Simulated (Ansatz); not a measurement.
# CH7N3Si (SMILES NC1(N)N[SiH2]1): a chain of runs

We compute a point of an energy scan (HF/3-21G), then a point of an energy scan (HF/3-21G), then a point of an energy scan (HF/3-21G), then a point of an energy scan (HF/3-21G), then a point of an energy scan (UHF/3-21G) of CH7N3Si. 

Program for the calculation: Ansatz 0.2.0.

## 1. The structure to begin with

CH7N3Si has 12 atoms, charge 0, and is taken as a singlet. As SMILES, `NC1(N)N[SiH2]1`. Geometry: relaxed at PBE0-D4/def2-TZVP. This is one conformer, not always the lowest.

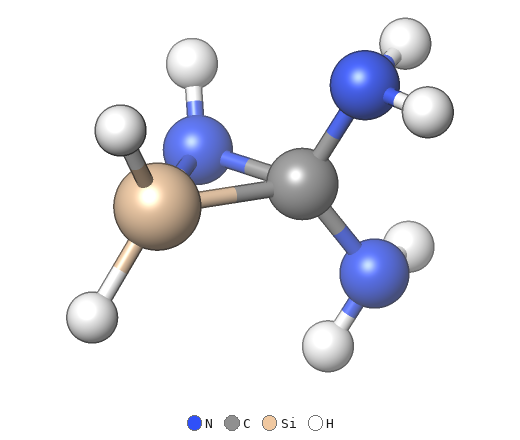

The structure, seen from a chosen angle (nitrogen blue, carbon grey, silicon light orange, hydrogen white).

## 2. A point of an energy scan at HF/3-21G (held atoms (10, 4), held distance 1.0126 angstrom) (run 1)

The input, in.yaml:

```yaml
crystal:
  periodic: [false, false, false]
  atoms:
    - symbol: N
      position_ang: [-0.698000, 1.342500, -0.217500]
    - symbol: C
      position_ang: [0.086900, 0.193800, 0.132500]
    - symbol: N
      position_ang: [1.188300, 0.476900, 1.004500]
    - symbol: "N"
      position_ang: [0.362400, -0.683200, -1.043700]
    - symbol: Si
      position_ang: [-0.791200, -1.425500, 0.017800]
    - symbol: H
      position_ang: [-0.139900, 1.989200, -0.771300]
    - symbol: H
      position_ang: [-0.967600, 1.834500, 0.625700]
    - symbol: H
      position_ang: [1.613600, -0.376400, 1.344400]
    - symbol: H
      position_ang: [1.910000, 0.982800, 0.494400]
    - symbol: H
      position_ang: [0.087600, -0.290500, -1.935700]
    - symbol: H
      position_ang: [-2.237500, -1.426600, -0.294800]
    - symbol: H
      position_ang: [-0.338000, -2.672700, 0.677600]
basis:
  gaussian:
    orbitals: 3-21G.json
hamiltonian:
  xc: hf
relax:
  max_steps: 60
  constraints: [{distance: [9, 3], at: 1.0126}]
```

The basis set 3-21G is read from a file made from the Basis Set Exchange's data (not shown).

Run with:

```
$ ansatz run in.yaml --threads 1 --pin off --max-ram 2610MiB --events-out events.jsonl --progress --plain --runs-dir runs
```

The program printed (excerpt; [...] marks lines left out):

```text
Warning: RAYON_NUM_THREADS=1 ignored (pool sized by the plan → 1); use --threads N
[...]
Functional definition: HF
  name "HF"
[...]
866 factors; integrals over basis functions are off by at most 2.8e-4 eV
[...]
mean field -13373.59307020 eV, -491.4704803827 hartree, gradient 5.8e-5 eV, S^2 0.000000; 0 other end points of the search recorded, 0 dependent functions left out
[...]
reference -13373.59307020 eV, -491.4704803827 hartree; 24, 24 occupied and 39, 39 virtual orbitals, 866 factors
relax step   1: F+E_penalty+E_count = -13373.59307020 eV  Δ(F+E_penalty+E_count) = +0.000e0 eV  max|allowed force component| = 1.493e0 eV/Å  Δτ_max = 0.0000 Å  (26 SCF iters, accepted)
[...]
relax step   3: F+E_penalty+E_count = -13373.72902002 eV  Δ(F+E_penalty+E_count) = -3.056e-2 eV  max|allowed force component| = 2.373e-1 eV/Å  Δτ_max = 0.0686 Å  (24 SCF iters, accepted)
[...]
relax step   5: F+E_penalty+E_count = -13373.72986660 eV  Δ(F+E_penalty+E_count) = +2.864e-3 eV  max|allowed force component| = 4.022e-1 eV/Å  Δτ_max = 0.0770 Å  (24 SCF iters, rejected (line search))
[...]
relax step   7: F+E_penalty+E_count = -13373.73644239 eV  Δ(F+E_penalty+E_count) = -3.518e-4 eV  max|allowed force component| = 2.721e-2 eV/Å  Δτ_max = 0.0134 Å  (25 SCF iters, accepted)
[...]
relax step   8: F+E_penalty+E_count = -13373.73650449 eV  Δ(F+E_penalty+E_count) = -6.209e-5 eV  max|allowed force component| = 1.800e-2 eV/Å  Δτ_max = 0.0069 Å  (24 SCF iters, accepted)
[...]
  distance H 9 - N 3 held at 1.012600 Å   reaction = +3.7352e-1 eV/Å
866 factors; integrals over basis functions are off by at most 2.9e-4 eV
mean field -13373.73652343 eV, -491.4757521917 hartree, gradient 6.8e-5 eV, S^2 0.000000; 1 other end points of the search recorded, 0 dependent functions left out
[...]
reference -13373.73652343 eV, -491.4757521917 hartree; 24, 24 occupied and 39, 39 virtual orbitals, 866 factors
Total energy: -13373.73652343 eV, -491.4757521917 hartree
Atom 0 at    -0.713938     1.347246    -0.190935 Å, force    -0.000244     0.000872    -0.000519 eV/Å
Atom 1 at     0.120133     0.200568     0.121175 Å, force    -0.000468     0.000637    -0.002489 eV/Å
Atom 2 at     1.261565     0.477371     0.948645 Å, force     0.002701    -0.002342     0.003820 eV/Å
Atom 3 at     0.339501    -0.678973    -1.089118 Å, force    -0.040886     0.144078    -0.342428 eV/Å
Atom 4 at    -0.812392    -1.436630     0.007465 Å, force    -0.002211    -0.001843     0.001876 eV/Å
Atom 5 at    -0.232897     2.032634    -0.756968 Å, force    -0.000275    -0.000663    -0.000360 eV/Å
Atom 6 at    -1.068349     1.782269     0.643818 Å, force     0.000363    -0.000474    -0.000201 eV/Å
Atom 7 at     1.580947    -0.305142     1.487905 Å, force    -0.000948     0.002267    -0.001408 eV/Å
Atom 8 at     2.024725     0.897239     0.440359 Å, force    -0.000517    -0.000811     0.000014 eV/Å
Atom 9 at     0.222858    -0.293970    -2.018378 Å, force     0.041347    -0.142224     0.342678 eV/Å
Atom 10 at    -2.269791    -1.391065    -0.220863 Å, force     0.000638     0.000154    -0.000363 eV/Å
Atom 11 at    -0.375761    -2.686746     0.660795 Å, force     0.000500     0.000349    -0.000620 eV/Å
Dipole moment:     0.005712     0.069109     0.000030 e Å
```

It took 16 s on 1 thread of Intel Xeon Platinum 8259CL at 2.50GHz (Skylake/Cascade Lake), shared host; peak memory 0.15 GiB.

## 3. A point of an energy scan at HF/3-21G (held atoms (10, 4), held distance 1.1139 angstrom) (run 2)

The input, run.yaml:

```yaml
crystal:
  periodic: [false, false, false]
  atoms:
    - {symbol: "N", position_ang: [-0.713938, 1.347246, -0.190935]}
    - {symbol: C, position_ang: [0.120133, 0.200568, 0.121175]}
    - {symbol: "N", position_ang: [1.261565, 0.477371, 0.948645]}
    - {symbol: "N", position_ang: [0.339501, -0.678973, -1.089118]}
    - {symbol: Si, position_ang: [-0.812392, -1.436630, 0.007465]}
    - {symbol: H, position_ang: [-0.232897, 2.032634, -0.756968]}
    - {symbol: H, position_ang: [-1.068349, 1.782269, 0.643818]}
    - {symbol: H, position_ang: [1.580947, -0.305142, 1.487905]}
    - {symbol: H, position_ang: [2.024725, 0.897239, 0.440359]}
    - {symbol: H, position_ang: [0.222858, -0.293970, -2.018378]}
    - {symbol: H, position_ang: [-2.269791, -1.391065, -0.220863]}
    - {symbol: H, position_ang: [-0.375761, -2.686746, 0.660795]}
basis:
  gaussian:
    orbitals: 3-21G.json
relax:
  max_steps: 60
  constraints: [{distance: [9, 3], at: 1.1139}]
hamiltonian:
  xc: hf
```

The basis set 3-21G is read from a file made from the Basis Set Exchange's data (not shown).

Run with:

```
$ ansatz run run.yaml --threads 1 --pin off --max-ram 2610MiB --events-out events.jsonl --progress --plain --runs-dir runs
```

The program printed (excerpt; [...] marks lines left out):

```text
Warning: RAYON_NUM_THREADS=1 ignored (pool sized by the plan → 1); use --threads N
[...]
[... 2 set-up lines as earlier in the session ...]
[...]
865 factors; integrals over basis functions are off by at most 2.7e-4 eV
[...]
mean field -13373.47752209 eV, -491.4662340682 hartree, gradient 6.0e-5 eV, S^2 0.000000; 0 other end points of the search recorded, 0 dependent functions left out
[...]
reference -13373.47752209 eV, -491.4662340682 hartree; 24, 24 occupied and 39, 39 virtual orbitals, 865 factors
relax step   1: F+E_penalty+E_count = -13373.47752209 eV  Δ(F+E_penalty+E_count) = +0.000e0 eV  max|allowed force component| = 8.147e-1 eV/Å  Δτ_max = 0.0000 Å  (26 SCF iters, accepted)
[...]
relax step   3: F+E_penalty+E_count = -13373.51262249 eV  Δ(F+E_penalty+E_count) = -7.131e-3 eV  max|allowed force component| = 1.730e-1 eV/Å  Δτ_max = 0.0167 Å  (25 SCF iters, accepted)
[...]
Atom 2 at     1.266367     0.478593     0.955054 Å, force     0.006289    -0.003945    -0.001910 eV/Å
Atom 3 at     0.372427    -0.685033    -1.085449 Å, force    -0.760887     1.433430    -3.199097 eV/Å
Atom 4 at    -0.800853    -1.438349     0.015378 Å, force     0.000893     0.003225    -0.002282 eV/Å
Atom 5 at    -0.217155     2.026584    -0.754854 Å, force    -0.000817    -0.000904     0.001523 eV/Å
Atom 6 at    -1.082860     1.773089     0.626558 Å, force     0.000063    -0.000268    -0.000615 eV/Å
Atom 7 at     1.552616    -0.282290     1.541312 Å, force    -0.001946     0.004610    -0.003150 eV/Å
Atom 8 at     2.048071     0.847398     0.435922 Å, force    -0.005113    -0.002499     0.003891 eV/Å
Atom 9 at     0.136282    -0.238671    -2.078308 Å, force     0.761024    -1.438250     3.198134 eV/Å
Atom 10 at    -2.254773    -1.394257    -0.229197 Å, force     0.000272    -0.000327     0.000692 eV/Å
Atom 11 at    -0.361186    -2.680896     0.679284 Å, force     0.000809     0.000838    -0.000234 eV/Å
Dipole moment:    -0.042701     0.072188     0.038868 e Å
```

It took 18 s on 1 thread of Intel Xeon Platinum 8259CL at 2.50GHz (Skylake/Cascade Lake), shared host; peak memory 0.15 GiB.

## 4. A point of an energy scan at HF/3-21G (held atoms (10, 4), held distance 1.2151 angstrom) (run 3)

The input, input.yaml:

```yaml
basis:
  gaussian:
    orbitals: 3-21G.json
crystal:
  periodic: [false, false, false]
  atoms:
    - symbol: N
      position_ang: [-0.709042, 1.339019, -0.200357]
    - symbol: C
      position_ang: [0.126707, 0.199613, 0.128557]
    - symbol: N
      position_ang: [1.266367, 0.478593, 0.955054]
    - symbol: "N"
      position_ang: [0.372427, -0.685033, -1.085449]
    - symbol: Si
      position_ang: [-0.800853, -1.438349, 0.015378]
    - symbol: H
      position_ang: [-0.217155, 2.026584, -0.754854]
    - symbol: H
      position_ang: [-1.082860, 1.773089, 0.626558]
    - symbol: H
      position_ang: [1.552616, -0.282290, 1.541312]
    - symbol: H
      position_ang: [2.048071, 0.847398, 0.435922]
    - symbol: H
      position_ang: [0.136282, -0.238671, -2.078308]
    - symbol: H
      position_ang: [-2.254773, -1.394257, -0.229197]
    - symbol: H
      position_ang: [-0.361186, -2.680896, 0.679284]
hamiltonian:
  xc: hf
relax:
  max_steps: 60
  constraints: [{distance: [9, 3], at: 1.2151}]
```

The basis set 3-21G is read from a file made from the Basis Set Exchange's data (not shown).

Run with:

```
$ ansatz run input.yaml --threads 1 --pin off --max-ram 2610MiB --events-out events.jsonl --progress --plain --runs-dir runs
```

The program printed (excerpt; [...] marks lines left out):

```text
Warning: RAYON_NUM_THREADS=1 ignored (pool sized by the plan → 1); use --threads N
[...]
[... 2 set-up lines as earlier in the session ...]
[...]
864 factors; integrals over basis functions are off by at most 3.7e-4 eV
[...]
mean field -13373.03337287 eV, -491.4499118853 hartree, gradient 1.9e-5 eV, S^2 0.000000; 0 other end points of the search recorded, 0 dependent functions left out
[...]
reference -13373.03337287 eV, -491.4499118853 hartree; 24, 24 occupied and 39, 39 virtual orbitals, 864 factors
relax step   1: F+E_penalty+E_count = -13373.03337287 eV  Δ(F+E_penalty+E_count) = +0.000e0 eV  max|allowed force component| = 7.164e-1 eV/Å  Δτ_max = 0.0000 Å  (31 SCF iters, accepted)
[...]
relax step   3: F+E_penalty+E_count = -13373.06152944 eV  Δ(F+E_penalty+E_count) = -5.566e-3 eV  max|allowed force component| = 1.858e-1 eV/Å  Δτ_max = 0.0141 Å  (25 SCF iters, accepted)
[...]
Atom 2 at     1.266977     0.476691     0.965395 Å, force     0.003288    -0.000317    -0.004034 eV/Å
Atom 3 at     0.399878    -0.692769    -1.079664 Å, force    -1.411215     2.105900    -4.486480 eV/Å
Atom 4 at    -0.793526    -1.440305     0.022000 Å, force    -0.007020    -0.002472     0.000145 eV/Å
Atom 5 at    -0.206669     2.015395    -0.761245 Å, force     0.000642     0.004200     0.000280 eV/Å
Atom 6 at    -1.082205     1.772638     0.617114 Å, force     0.000145     0.001400    -0.003246 eV/Å
Atom 7 at     1.539362    -0.274332     1.570087 Å, force     0.002240     0.001177     0.000649 eV/Å
Atom 8 at     2.055823     0.829481     0.446458 Å, force    -0.001891    -0.002556     0.002706 eV/Å
Atom 9 at     0.067684    -0.197128    -2.138179 Å, force     1.410467    -2.105529     4.495800 eV/Å
Atom 10 at    -2.244578    -1.398687    -0.237022 Å, force     0.006383    -0.001207    -0.000261 eV/Å
Atom 11 at    -0.353748    -2.676675     0.697007 Å, force     0.000461     0.002341    -0.002410 eV/Å
Dipole moment:    -0.070489     0.077030     0.069016 e Å
```

Run time: 18 s. Hardware: 1 thread of Intel Xeon Platinum 8259CL at 2.50GHz (Skylake/Cascade Lake), shared host; peak memory 0.15 GiB.

## 5. A point of an energy scan at HF/3-21G (held atoms (10, 4), held distance 1.367 angstrom) (run 4)

The input, molecule.yaml:

```yaml
crystal:
  periodic: [false, false, false]
  atoms:
    - symbol: "N"
      position_ang: [-0.703251, 1.332949, -0.204612]
    - symbol: C
      position_ang: [0.130855, 0.197541, 0.136561]
    - symbol: "N"
      position_ang: [1.266977, 0.476691, 0.965395]
    - symbol: "N"
      position_ang: [0.399878, -0.692769, -1.079664]
    - symbol: Si
      position_ang: [-0.793526, -1.440305, 0.022000]
    - symbol: H
      position_ang: [-0.206669, 2.015395, -0.761245]
    - symbol: H
      position_ang: [-1.082205, 1.772638, 0.617114]
    - symbol: H
      position_ang: [1.539362, -0.274332, 1.570087]
    - symbol: H
      position_ang: [2.055823, 0.829481, 0.446458]
    - symbol: H
      position_ang: [0.067684, -0.197128, -2.138179]
    - symbol: H
      position_ang: [-2.244578, -1.398687, -0.237022]
    - symbol: H
      position_ang: [-0.353748, -2.676675, 0.697007]
basis:
  gaussian: {orbitals: 3-21G.json}
hamiltonian: {xc: hf}
relax: {max_steps: 60, constraints: [{distance: [9, 3], at: 1.367}]}
```

The basis set 3-21G is read from a file made from the Basis Set Exchange's data (not shown).

Run with:

```
$ ansatz run molecule.yaml --threads 1 --pin off --max-ram 2610MiB --events-out events.jsonl --progress --plain --runs-dir runs
```

The program printed (excerpt; [...] marks lines left out):

```text
Warning: RAYON_NUM_THREADS=1 ignored (pool sized by the plan → 1); use --threads N
[...]
[... 2 set-up lines as earlier in the session ...]
[...]
865 factors; integrals over basis functions are off by at most 2.7e-4 eV
[...]
mean field -13372.14273958 eV, -491.4171817157 hartree, gradient 2.1e-5 eV, S^2 0.000000; 0 other end points of the search recorded, 0 dependent functions left out
[...]
reference -13372.14273958 eV, -491.4171817157 hartree; 24, 24 occupied and 39, 39 virtual orbitals, 865 factors
relax step   1: F+E_penalty+E_count = -13372.14273958 eV  Δ(F+E_penalty+E_count) = +0.000e0 eV  max|allowed force component| = 9.851e-1 eV/Å  Δτ_max = 0.0000 Å  (32 SCF iters, accepted)
[...]
relax step   7: F+E_penalty+E_count = -13372.20063940 eV  Δ(F+E_penalty+E_count) = -1.823e-4 eV  max|allowed force component| = 3.204e-2 eV/Å  Δτ_max = 0.0038 Å  (28 SCF iters, accepted)
[...]
Atom 2 at     1.261482     0.472887     0.989509 Å, force     0.004751    -0.003381     0.001483 eV/Å
Atom 3 at     0.433523    -0.707022    -1.062346 Å, force    -1.944655     2.435590    -5.134728 eV/Å
Atom 4 at    -0.790396    -1.445862     0.032586 Å, force     0.003028     0.005699     0.001702 eV/Å
Atom 5 at    -0.201828     1.984676    -0.789354 Å, force    -0.001144    -0.001119     0.002723 eV/Å
Atom 6 at    -1.054215     1.787881     0.614413 Å, force    -0.000970     0.000077    -0.002238 eV/Å
Atom 7 at     1.547108    -0.284221     1.580167 Å, force    -0.001981    -0.001709     0.000744 eV/Å
Atom 8 at     2.044246     0.856830     0.483566 Å, force    -0.002629    -0.001913    -0.002184 eV/Å
Atom 9 at    -0.009998    -0.152425    -2.230421 Å, force     1.947968    -2.437911     5.135387 eV/Å
Atom 10 at    -2.235858    -1.402637    -0.248572 Å, force    -0.000414    -0.001402    -0.000361 eV/Å
Atom 11 at    -0.358134    -2.680897     0.715133 Å, force     0.000761     0.002335    -0.000320 eV/Å
Dipole moment:    -0.083747     0.087509     0.100856 e Å
```

It took 17 s on 1 thread of Intel Xeon Platinum 8259CL at 2.50GHz (Skylake/Cascade Lake), shared host; peak memory 0.15 GiB.

## 6. A point of an energy scan at UHF/3-21G (held atoms (10, 4), held distance 1.5189 angstrom) (run 5)

The input, job.yaml:

```yaml
crystal:
  periodic: [false, false, false]
  atoms:
    - {symbol: "N", position_ang: [-0.693860, 1.324415, -0.202583]}
    - {symbol: C, position_ang: [0.134531, 0.191175, 0.151802]}
    - {symbol: "N", position_ang: [1.261482, 0.472887, 0.989509]}
    - {symbol: N, position_ang: [0.433523, -0.707022, -1.062346]}
    - {symbol: Si, position_ang: [-0.790396, -1.445862, 0.032586]}
    - {symbol: H, position_ang: [-0.201828, 1.984676, -0.789354]}
    - {symbol: H, position_ang: [-1.054215, 1.787881, 0.614413]}
    - {symbol: H, position_ang: [1.547108, -0.284221, 1.580167]}
    - {symbol: H, position_ang: [2.044246, 0.856830, 0.483566]}
    - {symbol: H, position_ang: [-0.009998, -0.152425, -2.230421]}
    - {symbol: H, position_ang: [-2.235858, -1.402637, -0.248572]}
    - {symbol: H, position_ang: [-0.358134, -2.680897, 0.715133]}
basis:
  gaussian:
    orbitals: 3-21G.json
magnetization:
  spin_polarized: true
  initial_magnetization: 0
hamiltonian:
  xc: hf
relax:
  max_steps: 60
  constraints: [{distance: [9, 3], at: 1.5189}]
```

The basis set 3-21G is read from a file made from the Basis Set Exchange's data (not shown).

Run with:

```
$ ansatz run job.yaml --threads 1 --pin off --max-ram 2610MiB --events-out events.jsonl --progress --plain --runs-dir runs
```

The program printed (excerpt; [...] marks lines left out):

```text
Warning: RAYON_NUM_THREADS=1 ignored (pool sized by the plan → 1); use --threads N
[...]
[... 2 set-up lines as earlier in the session ...]
[...]
866 factors; integrals over basis functions are off by at most 2.7e-4 eV
[...]
mean field -13371.25159982 eV, -491.3844329334 hartree, gradient 2.7e-5 eV, S^2 0.134422; 1 other end points of the search recorded, 0 dependent functions left out
[...]
reference -13371.25159982 eV, -491.3844329334 hartree; 24, 24 occupied and 39, 39 virtual orbitals, 866 factors
relax step   1: F+E_penalty+E_count = -13371.25159982 eV  Δ(F+E_penalty+E_count) = +0.000e0 eV  max|allowed force component| = 9.207e-1 eV/Å  Δτ_max = 0.0000 Å  (112 SCF iters, accepted)
[...]
relax step   4: F+E_penalty+E_count = -13371.30001764 eV  Δ(F+E_penalty+E_count) = -2.266e-3 eV  max|allowed force component| = 2.409e-1 eV/Å  Δτ_max = 0.0869 Å  (49 SCF iters, accepted)
[...]
Atom 2 at     1.257775     0.461752     1.010772 Å, force    -0.000208    -0.000748    -0.005546 eV/Å
Atom 3 at     0.473803    -0.711285    -1.053073 Å, force    -1.919495     1.924659    -4.066650 eV/Å
Atom 4 at    -0.779981    -1.446862     0.040419 Å, force     0.005405    -0.000933    -0.001902 eV/Å
Atom 5 at    -0.195261     1.962159    -0.816616 Å, force    -0.001102     0.001006     0.001025 eV/Å
Atom 6 at    -1.030546     1.807772     0.607537 Å, force     0.000997    -0.000853    -0.000668 eV/Å
Atom 7 at     1.530137    -0.290280     1.613388 Å, force     0.000431     0.002656    -0.000288 eV/Å
Atom 8 at     2.046433     0.848303     0.516959 Å, force    -0.001894    -0.002535     0.002343 eV/Å
Atom 9 at    -0.121521    -0.113241    -2.316002 Å, force     1.918288    -1.923922     4.069967 eV/Å
Atom 10 at    -2.217871    -1.418525    -0.270922 Å, force    -0.001140     0.001630    -0.000060 eV/Å
Atom 11 at    -0.340820    -2.670760     0.738278 Å, force    -0.001131     0.001202     0.000858 eV/Å
Dipole moment:    -0.092187     0.072641     0.198122 e Å
```

Run time: 38 s. Hardware: 1 thread of Intel Xeon Platinum 8259CL at 2.50GHz (Skylake/Cascade Lake), shared host; peak memory 0.2 GiB.

## 7. Outcome

```
                       quantity          value
  run 1, HF/3-21G: total energy  -491.47575 Eh
 run 1, HF/3-21G: dipole moment         0.33 D
  run 2, HF/3-21G: total energy  -491.46770 Eh
 run 2, HF/3-21G: dipole moment         0.44 D
  run 3, HF/3-21G: total energy  -491.45107 Eh
 run 3, HF/3-21G: dipole moment         0.60 D
  run 4, HF/3-21G: total energy  -491.41931 Eh
 run 4, HF/3-21G: dipole moment         0.76 D
 run 5, UHF/3-21G: total energy  -491.38643 Eh
run 5, UHF/3-21G: dipole moment         1.11 D
         run 5, UHF/3-21G: ⟨S²⟩          0.162
```

Mulliken charges (run 2, HF/3-21G) run from -0.85 on N4 to +1.14 on Si5. Mulliken charges (run 3, HF/3-21G) run from -0.81 on N4 to +1.13 on Si5. Mulliken charges (run 4, HF/3-21G) run from -0.81 on N3 to +1.12 on Si5; they depend strongly on the basis. ⟨S²⟩ (run 5, UHF/3-21G) is 0.16 where a pure singlet has 0.00: the reference is spin-contaminated.
